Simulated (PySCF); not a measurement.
**C3H7NO2Si2: density, localisation and related maps**

| atom | x (Å) | y (Å) | z (Å) |
| --- | --- | --- | --- |
| C | 2.6581 | 1.0149 | -1.0272 |
| C | 1.5306 | 0.4333 | -0.2799 |
| N | 0.6611 | 1.0648 | 0.4277 |
| Si | -0.1542 | -0.3536 | 1.1394 |
| O | -1.7407 | -0.5002 | 0.9676 |
| Si | -3.2610 | -0.3866 | 0.3817 |
| C | 1.0672 | -0.9942 | -0.2310 |
| O | 1.1644 | -1.8630 | -1.0615 |
| H | 2.6554 | 0.6258 | -2.0448 |
| H | 2.6011 | 2.1004 | -1.0320 |
| H | 3.5924 | 0.7026 | -0.5594 |
| H | 0.1407 | -0.5646 | 2.5392 |
| H | -3.9926 | -1.3857 | 1.1549 |
| H | -3.2280 | -0.6934 | -1.0458 |
| H | -3.6990 | 0.9800 | 0.6491 |

Geometry: GFN2-xTB.

These are results of wB97X-D/def2-SVPD, SCF density, gas phase (PySCF), not measurements.

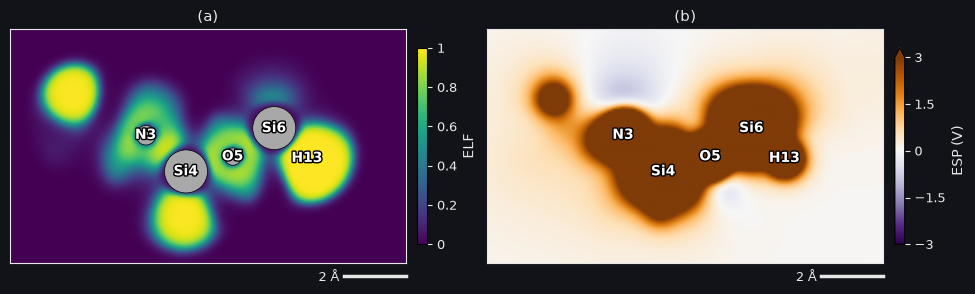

Figure 1. (a) ELF; (b) molecular electrostatic potential on the plane of atoms O5, Si6 and H13. Grey discs cover the atomic cores in the ELF map.

Q: What does the map show?

A:
- The section cuts through N, Si, O and H sites.
- Si–O (1.60 Å): the ELF peaks at about 0.85 between the atoms, as expected for a polar covalent bond.
- Si–N (1.78 Å): the ELF peaks at about 0.90 between the atoms, as expected for a polar covalent bond.
- The ELF also peaks beside O5 and N3, away from the bonds: lone-pair regions.
- Outside the dense part of the molecule the potential is most negative (−0.8 V) near N3.

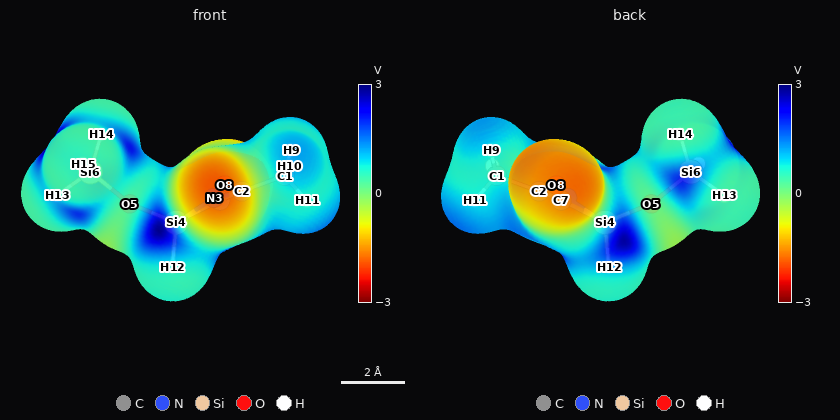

Figure 2. The electrostatic potential painted on the density surface at 0.004 e/bohr³, seen from the front and from behind; the colour scale runs from red (negative) to blue (positive).

Q: Describe the electrostatic potential map.

A: The most negative region (about −1.8 V) lies over N3, the most positive (about +2.9 V) over Si4 and Si6. N3 is the likeliest acceptor of a hydrogen bond.
